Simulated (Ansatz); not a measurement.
# BH− (quartet): one geometry, many settings at distance B1–H2 = 2.262 Å

Aim: run BH− (quartet) at one geometry under a spread of methods and options, and see what each costs and gives.

Computed with Ansatz 0.2.0, Gaussian basis. Level: the settings change from run to run.

17 further runs of the same task are left out: 11 that didn't finish, 6 set aside as unsound or not needed.

## 1. The geometry

The geometry derives from a PBE0/def2-TZVPD stationary point (not a proven minimum). One bond is set to the value named and the two fragments are kept rigid.

2 atoms, charge -1, spin multiplicity 4.

Atoms are counted from 1 here; the program's logs count them from 0.

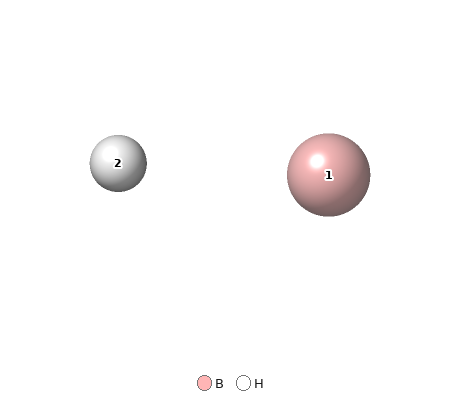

The structure; boron pink, hydrogen white; atoms are numbered from 1 in the order of the file.

## 2. NEVPT2(5,8)/def2-TZVP

Input file in.yaml:

```yaml
crystal:
  periodic: [false, false, false]
  atoms:
    - {symbol: B, position_ang: [0.000000, 0.000000, 0.000000]}
    - {symbol: H, position_ang: [0.000000, 0.000000, 2.262000]}
basis:
  gaussian: {orbitals: def2-TZVP}
total_charge: -1
magnetization: {spin_polarized: false, initial_magnetization: 3}
correlation: {method: sc_nevpt2, electrons: all, active_space: {window: {electrons: 5, orbitals: 8}}}
output: {forces: true}
```

The run is started by

```console
ansatz run in.yaml --threads 1 --pin off --events-out ev --progress --plain --max-ram 2393MiB
```

Standard output:

```text
Functional definition: HF
  name "HF"
  cite "Fock, Z. Phys. 61, 126 (1930) doi:10.1007/BF01340294"
  parent pbe
  exchange = exact_x
  correlation = 0
238 factors; integrals over basis functions are off by at most 2.3e-3 eV
mean field evaluation 1: about -678.5933 eV, gradient 9.2e0 eV
mean field evaluation 2: about -678.6080 eV, gradient 9.2e0 eV
mean field evaluation 4: about -680.6317 eV, gradient 2.1e0 eV
mean field evaluation 8: about -680.6982 eV, gradient 3.1e-4 eV
mean field evaluation 16: about -680.3262 eV, gradient 3.8e-1 eV
mean field evaluation 32: about -679.9587 eV, gradient 1.8e-3 eV
mean field evaluation 64: about -674.1150 eV, gradient 7.6e0 eV
mean field -680.69821764 eV, -25.0151981046 hartree, gradient 6.6e-6 eV, S^2 3.750000; 9 other end points of the search recorded, 0 dependent functions left out
reference -680.69821764 eV, -25.0151981046 hartree; 5, 2 occupied and 32, 35 virtual orbitals, 238 factors
state -682.10636810 eV, -25.0669466795 hartree
state -682.10636810 eV, -25.0669466795 hartree; corrected -683.40239253 eV, -25.1145746989 hartree
the calculation of the forces begins
Total energy: -683.40239253 eV, -25.1145746989 hartree
Atom 0 at     0.000000     0.000000     0.000000 Å, force    -0.000000     0.000000     0.970965 eV/Å
Atom 1 at     0.000000     0.000000     2.262000 Å, force     0.000000    -0.000000    -0.970965 eV/Å
Dipole moment:    -0.000000     0.000000     0.159931 e Å
```

It took 3.2 s on 1 thread of AMD EPYC, shared host.

From the report: 160 determinants; active occupations 1.89, 1.01, 0.99, 0.99, 0.08, 0.02, 0.02, 0.01.

## 3. CCSD(T) on UHF/aug-cc-pVDZ

Input file in.yaml:

```yaml
crystal:
  periodic: [false, false, false]
  atoms:
    - {symbol: B, position_ang: [0.000000, 0.000000, 0.000000]}
    - {symbol: H, position_ang: [0.000000, 0.000000, 2.262000]}
basis:
  gaussian: {orbitals: aug-cc-pVDZ}
total_charge: -1
magnetization: {spin_polarized: true, initial_magnetization: 3}
correlation: {method: ccsd_t, electrons: all}
```

The command is unchanged.

Standard output, cut to the lines that bear on the results:

```text
Functional definition: HF
  name "HF"
  cite "Fock, Z. Phys. 61, 126 (1930) doi:10.1007/BF01340294"
  parent pbe
[...]
313 factors; integrals over basis functions are off by at most 1.0e-3 eV
[...]
mean field -680.97944760 eV, -25.0255331148 hartree, gradient 1.6e-6 eV, S^2 3.845943; 17 other end points of the search recorded, 0 dependent functions left out
determinant -680.97944760 eV, -25.0255331148 hartree, with singles and doubles -683.19840395 eV, -25.1070782566 hartree
determinant -680.23690405 eV, -24.9982451428 hartree, with singles and doubles -682.45719434 eV, -25.0798393057 hartree
determinant -679.23161090 eV, -24.9613013009 hartree, with singles and doubles -681.01142729 eV, -25.0267083469 hartree
determinant -679.13421163 eV, -24.9577219437 hartree, with singles and doubles -680.94200190 eV, -25.0241570108 hartree
determinant -678.77724723 eV, -24.9446037439 hartree, with singles and doubles -680.54738188 eV, -25.0096549927 hartree
determinant -678.55456305 eV, -24.9364202513 hartree, with singles and doubles -680.75497330 eV, -25.0172838366 hartree
determinant -678.32018075 eV, -24.9278068607 hartree, with singles and doubles -680.13878564 eV, -24.9946393578 hartree
determinant -677.84185682 eV, -24.9102287803 hartree, with singles and doubles -680.04570341 eV, -24.9912186489 hartree
reference -680.97944760 eV, -25.0255331148 hartree; 5, 2 occupied and 27, 30 virtual orbitals, 313 factors
second order -1.52514950 eV of doubles, -0.00000000 eV of singles
cycle   1  -2.21985036 eV  change   -8.9e-4 eV  update   3.8e-3
[...]
cycle  10  -2.22862300 eV  change    3.8e-6 eV  update   5.9e-6
perturbative correction -0.09732445 eV, -0.0035766076 hartree
Total energy: -683.30539505 eV, -25.1110101071 hartree
```

It took 4.4 s on 1 thread of AMD EPYC, shared host.

From the report: ⟨S²⟩ of the determinant 3.846 (pure quartet: 3.75); correlation -2.3259 eV; T1 0.040; largest double amplitude 0.08.

## 4. MP2 on ROHF/STO-3G

Input file in.yaml:

```yaml
crystal:
  periodic: [false, false, false]
  atoms:
    - {symbol: B, position_ang: [0.000000, 0.000000, 0.000000]}
    - {symbol: H, position_ang: [0.000000, 0.000000, 2.262000]}
basis:
  gaussian: {orbitals: STO-3G}
total_charge: -1
magnetization: {spin_polarized: false, initial_magnetization: 3}
correlation: {method: mp2, electrons: outside_noble_gas}
scf: {lower_state_search: off}
output: {forces: true}
```

The command is unchanged.

Standard output, cut to the lines that bear on the results:

```text
Functional definition: HF
  name "HF"
  cite "Fock, Z. Phys. 61, 126 (1930) doi:10.1007/BF01340294"
  parent pbe
[...]
71 factors; integrals over basis functions are off by at most 1.4e-6 eV
[...]
mean field -662.67533248 eV, -24.3528692911 hartree, gradient 1.4e-6 eV, S^2 3.750000; 0 other end points of the search recorded, 0 dependent functions left out
1 core orbitals not correlated: weight in the atoms' cores, before any rotation towards them, 1.000 or more for the frozen orbitals, at most 0.000 for the correlated occupied ones
reference -662.67533248 eV, -24.3528692911 hartree; 4, 1 occupied and 1, 4 virtual orbitals, 71 factors
second order -0.53357817 eV of doubles, -0.01452720 eV of singles
[...]
Total energy: -663.22343784 eV, -24.3730117917 hartree
Atom 0 at     0.000000     0.000000     0.000000 Å, force    -0.000000    -0.000000     3.523190 eV/Å
Atom 1 at     0.000000     0.000000     2.262000 Å, force     0.000000     0.000000    -3.523190 eV/Å
Dipole moment:     0.000000     0.000000    -0.618977 e Å
Checks for a lower state left out: starts, cluster_reference, orbital_swaps, neighbouring_geometries, increment
```

It took 0.15 s on 1 thread of AMD EPYC, shared host.

## 5. MRCISD+Q(relaxed)(5,4)/def2-SVP

Input file in.yaml:

```yaml
crystal:
  periodic: [false, false, false]
  atoms:
    - {symbol: B, position_ang: [0.000000, 0.000000, 0.000000]}
    - {symbol: H, position_ang: [0.000000, 0.000000, 2.262000]}
basis:
  gaussian: {orbitals: def2-SVP}
total_charge: -1
magnetization: {spin_polarized: false, initial_magnetization: 3}
correlation: {method: fic_mrcisd_q_relaxed, electrons: outside_noble_gas, active_space: {window: {electrons: 5, orbitals: 4}}}
```

Same command.

Standard output, cut to the lines that bear on the results:

```text
Functional definition: HF
  name "HF"
  cite "Fock, Z. Phys. 61, 126 (1930) doi:10.1007/BF01340294"
  parent pbe
[...]
197 factors; integrals over basis functions are off by at most 1.1e-3 eV
[...]
mean field -679.65793426 eV, -24.9769683954 hartree, gradient 1.9e-6 eV, S^2 3.750000; 9 other end points of the search recorded, 0 dependent functions left out
reference -679.65793426 eV, -24.9769683954 hartree; 5, 2 occupied and 14, 17 virtual orbitals, 197 factors
state -679.65793426 eV, -24.9769683954 hartree
contracted CI cycle   1: correlation 0.00000000 eV, 0.0000000000 hartree, residual 8.43e0 eV
contracted CI cycle   2: correlation -1.71306268 eV, -0.0629538922 hartree, residual 2.04e0 eV
contracted CI cycle   3: correlation -1.86899534 eV, -0.0686843121 hartree, residual 1.33e0 eV
contracted CI cycle   4: correlation -1.93989727 eV, -0.0712899098 hartree, residual 6.60e-1 eV
[...]
contracted CI cycle   5: correlation -2.09445644 eV, -0.0769698546 hartree, residual 2.13e-1 eV
contracted CI cycle   6: correlation -2.09643969 eV, -0.0770427376 hartree, residual 1.30e-1 eV
contracted CI cycle   7: correlation -2.09727119 eV, -0.0770732945 hartree, residual 7.78e-2 eV
contracted CI cycle   8: correlation -2.09746126 eV, -0.0770802798 hartree, residual 3.65e-2 eV
contracted CI cycle   9: correlation -2.09750102 eV, -0.0770817408 hartree, residual 1.09e-2 eV
contracted CI cycle  10: correlation -2.09750498 eV, -0.0770818862 hartree, residual 2.83e-3 eV
contracted CI cycle  11: correlation -2.09750526 eV, -0.0770818967 hartree, residual 8.84e-4 eV
contracted CI cycle  12: correlation -2.09750529 eV, -0.0770818975 hartree, residual 3.53e-4 eV
state -679.46156967 eV, -24.9697521299 hartree; corrected -681.77942843 eV, -25.0549318680 hartree
state -679.65793426 eV, -24.9769683954 hartree; corrected -681.86286004 eV, -25.0579979231 hartree
Total energy: -681.86286004 eV, -25.0579979231 hartree
```

Run time: 1.4 s. Hardware: 1 thread of AMD EPYC, shared host.

From the report: 2 determinants; active occupations 2.00, 1.00, 1.00, 1.00.

## 6. CCSDT/def2-mTZVP

Input file in.yaml:

```yaml
crystal:
  periodic: [false, false, false]
  atoms:
    - {symbol: B, position_ang: [0.000000, 0.000000, 0.000000]}
    - {symbol: H, position_ang: [0.000000, 0.000000, 2.262000]}
basis:
  gaussian: {orbitals: def2-mTZVP}
total_charge: -1
magnetization: {spin_polarized: true, initial_magnetization: 3}
hamiltonian: {xc: {name: PBE}}
correlation: {method: ccsdt, electrons: outside_noble_gas}
accuracy: high
scf: {lower_state_search: full}
```

Same command.

Standard output, cut to the lines that bear on the results:

```text
Functional definition: PBE
  name "PBE"
  cite "Perdew, Burke & Ernzerhof, Phys. Rev. Lett. 77, 3865 (1996) doi:10.1103/PhysRevLett.77.3865"
  parent pbe
[...]
374 factors; integrals over basis functions are off by at most 4.0e-9 eV
[...]
mean field -684.00312631 eV, -25.1366512580 hartree, gradient 8.9e-9 eV, S^2 3.766732; 11 other end points of the search recorded, 0 dependent functions left out
1 core orbitals not correlated: weight in the atoms' cores, before any rotation towards them, 1.000 or more for the frozen orbitals, at most 0.000 for the correlated occupied ones
reference -680.50496028 eV, -25.0080960275 hartree; 4, 1 occupied and 17, 20 virtual orbitals, 374 factors
second order -1.40267886 eV of doubles, -0.16500812 eV of singles
cycle   1  -1.81391803 eV  change   -2.4e-1 eV  update   6.5e-2
[...]
cycle  30  -2.12227591 eV  change  -1.9e-10 eV  update  3.0e-10
Total energy: -682.62723619 eV, -25.0860882285 hartree
```

Wall time 8 s (1 thread of AMD EPYC, shared host).

From the report: ⟨S²⟩ of the determinant 3.767 (pure quartet: 3.75); correlation -2.1223 eV; T1 0.019; largest double amplitude 0.15. The orbitals are Kohn-Sham ones, so correlation energy and T1 don't compare with those on Hartree-Fock orbitals.

## 7. CCSD on UHF/def2-SVP

Input file in.yaml:

```yaml
crystal:
  periodic: [false, false, false]
  atoms:
    - {symbol: B, position_ang: [0.000000, 0.000000, 0.000000]}
    - {symbol: H, position_ang: [0.000000, 0.000000, 2.262000]}
basis:
  gaussian: {orbitals: def2-SVP}
total_charge: -1
magnetization: {spin_polarized: true, initial_magnetization: 3}
correlation: {method: ccsd, electrons: outside_noble_gas}
```

The command is unchanged.

Standard output, cut to the lines that bear on the results:

```text
Functional definition: HF
  name "HF"
  cite "Fock, Z. Phys. 61, 126 (1930) doi:10.1007/BF01340294"
  parent pbe
[...]
197 factors; integrals over basis functions are off by at most 1.1e-3 eV
[...]
mean field -679.91252607 eV, -24.9863244717 hartree, gradient 1.7e-6 eV, S^2 3.849717; 7 other end points of the search recorded, 0 dependent functions left out
determinant -679.91252607 eV, -24.9863244717 hartree, with singles and doubles -681.66973959 eV, -25.0509008776 hartree
determinant -679.40594460 eV, -24.9677079461 hartree, with singles and doubles -681.50932642 eV, -25.0450058022 hartree
determinant -679.01458626 eV, -24.9533257925 hartree, with singles and doubles -680.72006472 eV, -25.0160009699 hartree
determinant -677.01384908 eV, -24.8798000572 hartree, with singles and doubles -679.48380710 eV, -24.9705693403 hartree
determinant -679.91252607 eV, -24.9863244717 hartree, with singles and doubles -681.68460304 eV, -25.0514470991 hartree
determinant -679.40594460 eV, -24.9677079461 hartree, with singles and doubles -681.55233055 eV, -25.0465861751 hartree
1 core orbitals not correlated: weight in the atoms' cores, before any rotation towards them, 1.000 or more for the frozen orbitals, at most 0.000 for the correlated occupied ones
reference -679.91252607 eV, -24.9863244717 hartree; 4, 1 occupied and 14, 17 virtual orbitals, 197 factors
second order -1.17270674 eV of doubles, -0.00000000 eV of singles
cycle   1  -1.77207540 eV  change    1.6e-6 eV  update   2.9e-6
Total energy: -681.68460147 eV, -25.0514470416 hartree
```

Run time: 1.2 s. Hardware: 1 thread of AMD EPYC, shared host.

From the report: ⟨S²⟩ of the determinant 3.850 (pure quartet: 3.75); correlation -1.7721 eV; T1 0.046; largest double amplitude 0.17.

## 8. NEVPT2(3,4)/6-31G

Input file in.yaml:

```yaml
crystal:
  periodic: [false, false, false]
  atoms:
    - {symbol: B, position_ang: [0.000000, 0.000000, 0.000000]}
    - {symbol: H, position_ang: [0.000000, 0.000000, 2.262000]}
basis:
  gaussian: {orbitals: 6-31G}
total_charge: -1
magnetization: {spin_polarized: false, initial_magnetization: 3}
correlation: {method: sc_nevpt2, electrons: outside_noble_gas, active_space: {window: {electrons: 3, orbitals: 4}}}
```

Launched as before.

Standard output, cut to the lines that bear on the results:

```text
Functional definition: HF
  name "HF"
  cite "Fock, Z. Phys. 61, 126 (1930) doi:10.1007/BF01340294"
  parent pbe
[...]
158 factors; integrals over basis functions are off by at most 1.4e-4 eV
[...]
mean field -679.40298058 eV, -24.9675990204 hartree, gradient 3.0e-6 eV, S^2 3.750000; 7 other end points of the search recorded, 0 dependent functions left out
reference -679.40298058 eV, -24.9675990204 hartree; 5, 2 occupied and 6, 9 virtual orbitals, 158 factors
state -679.40298058 eV, -24.9675990204 hartree
state -679.40298058 eV, -24.9675990204 hartree; corrected -680.08944921 eV, -24.9928262774 hartree
WARN: 1 active orbitals are nearly empty or full. The corrections depend on them more than the energy does, and are more stable in an active space without them
Total energy: -680.08944921 eV, -24.9928262774 hartree
```

Wall time 0.33 s (1 thread of AMD EPYC, shared host).

From the report: 2 determinants; active occupations 1.00, 1.00, 1.00, 0.00. The report marks this result as in doubt.

## 9. CASSCF(5,9)/aug-cc-pVDZ

Input file in.yaml:

```yaml
crystal:
  periodic: [false, false, false]
  atoms:
    - {symbol: B, position_ang: [0.000000, 0.000000, 0.000000]}
    - {symbol: H, position_ang: [0.000000, 0.000000, 2.262000]}
basis:
  gaussian: {orbitals: aug-cc-pVDZ, point_charges: [{charge: 0.50, position_ang: [2.669, 0.957, -0.703]}]}
total_charge: -1
magnetization: {spin_polarized: false, initial_magnetization: 3}
correlation: {active_space: {window: {electrons: 5, orbitals: 9}, states: [{multiplicity: 4, weights: [1, 0.5, 1, 0.5]}, {multiplicity: 6, weights: [1]}], root: 2}}
accuracy: high
```

Same command.

Standard output, cut to the lines that bear on the results:

```text
Functional definition: HF
  name "HF"
  cite "Fock, Z. Phys. 61, 126 (1930) doi:10.1007/BF01340294"
  parent pbe
[...]
559 factors; integrals over basis functions are off by at most 3.0e-9 eV
[...]
mean field -683.59793172 eV, -25.1217606313 hartree, gradient 2.9e-8 eV, S^2 3.750000; 12 other end points of the search recorded, 0 dependent functions left out
reference -683.59793172 eV, -25.1217606313 hartree; 5, 2 occupied and 27, 30 virtual orbitals, 559 factors
state -684.93210475 eV, -25.1707905858 hartree
state -684.23117458 eV, -25.1450318774 hartree
state -683.59914891 eV, -25.1218053625 hartree
state -683.17562171 eV, -25.1062410247 hartree
state -681.73854971 eV, -25.0534296028 hartree
Total energy: -683.59914891 eV, -25.1218053625 hartree
```

It took 14 s on 1 thread of AMD EPYC, shared host.

From the report: 1,134 determinants; active occupations (of the averaged states) 1.66, 1.00, 0.75, 0.75, 0.63, 0.16, 0.02, 0.02, 0.01.

## 10. BCCD on ROHF/def2-TZVP

Input file in.yaml:

```yaml
crystal:
  periodic: [false, false, false]
  atoms:
    - {symbol: B, position_ang: [0.000000, 0.000000, 0.000000]}
    - {symbol: H, position_ang: [0.000000, 0.000000, 2.262000]}
basis:
  gaussian: {orbitals: def2-TZVP}
total_charge: -1
magnetization: {spin_polarized: false, initial_magnetization: 3}
correlation: {method: bccd, electrons: outside_noble_gas}
```

Same command.

Standard output, cut to the lines that bear on the results:

```text
Functional definition: HF
  name "HF"
  cite "Fock, Z. Phys. 61, 126 (1930) doi:10.1007/BF01340294"
  parent pbe
[...]
238 factors; integrals over basis functions are off by at most 2.3e-3 eV
[...]
mean field -680.69821764 eV, -25.0151981046 hartree, gradient 6.6e-6 eV, S^2 3.750000; 11 other end points of the search recorded, 0 dependent functions left out
[...]
determinant -680.69821764 eV, -25.0151981046 hartree, with singles and doubles -683.20834466 eV, -25.1074435710 hartree
determinant -680.34028074 eV, -25.0020441660 hartree, with singles and doubles -683.07205896 eV, -25.1024351638 hartree
determinant -680.33896303 eV, -25.0019957411 hartree, with singles and doubles -683.10169302 eV, -25.1035241954 hartree
determinant -679.95866169 eV, -24.9880199244 hartree, with singles and doubles -682.34297124 eV, -25.0756416844 hartree
determinant -677.66204001 eV, -24.9036206345 hartree, with singles and doubles -680.80634118 eV, -25.0191715713 hartree
determinant -680.69821764 eV, -25.0151981046 hartree, with singles and doubles -683.15220112 eV, -25.1053803340 hartree
determinant -680.34028074 eV, -25.0020441660 hartree, with singles and doubles -683.09348510 eV, -25.1032225600 hartree
determinant -680.33896303 eV, -25.0019957411 hartree, with singles and doubles -683.10710391 eV, -25.1037230420 hartree
1 core orbitals not correlated: weight in the atoms' cores, before any rotation towards them, 1.000 or more for the frozen orbitals, at most 0.000 for the correlated occupied ones
reference -680.69821764 eV, -25.0151981046 hartree; 4, 1 occupied and 32, 35 virtual orbitals, 238 factors
second order -1.75434317 eV of doubles, -0.07647741 eV of singles
cycle   1  -2.47327810 eV  change   -1.9e-2 eV  update   2.3e-2
[...]
cycle  14  -2.44779502 eV  change   -3.2e-6 eV  update   3.5e-6
Total energy: -683.14601266 eV, -25.1051529124 hartree
```

Wall time 4 s (1 thread of AMD EPYC, shared host).

From the report: correlation -2.4478 eV; largest double amplitude 0.11.

## 11. The runs in one table

 † marks a result that the program doubts.

| level | correlated | functions | energy (eV) | time |
| --- | --- | --- | --- | --- |
| NEVPT2(5,8)/def2-TZVP | all | 37 | -683.4024 | 3.2 s |
| CCSD(T) on UHF/aug-cc-pVDZ | all | 32 | -683.3054 | 4.4 s |
| MP2 on ROHF/STO-3G | outside noble gas | 6 | -663.2234 | 0.15 s |
| MRCISD+Q(relaxed)(5,4)/def2-SVP | outside noble gas | 19 | -681.8629 | 1.4 s |
| CCSDT/def2-mTZVP (on PBE orbitals) | outside noble gas | 22 | -682.6272 | 8 s |
| CCSD on UHF/def2-SVP | outside noble gas | 19 | -681.6846 | 1.2 s |
| NEVPT2(3,4)/6-31G † | outside noble gas | 11 | -680.0894 | 0.33 s |
| CASSCF(5,9)/aug-cc-pVDZ (excited root 2 of an average, beside a point charge) |  | 32 | -683.5991 | 14 s |
| BCCD on ROHF/def2-TZVP | outside noble gas | 37 | -683.1460 | 4 s |

## 12. Summary of results

| quantity | value |
| --- | --- |
| runs | 9 |
| quickest | MP2 on ROHF/STO-3G, 0.15 s |
| slowest | CASSCF(5,9)/aug-cc-pVDZ (excited root 2 of an average, beside a point charge), 14 s |

In words: Total energies in different bases, with other cores or another treatment of relativity can't be set against each other. CASSCF(5,9)/aug-cc-pVDZ (excited root 2 of an average, beside a point charge) took 93 times as long as MP2 on ROHF/STO-3G; the jobs differ in more than the method.
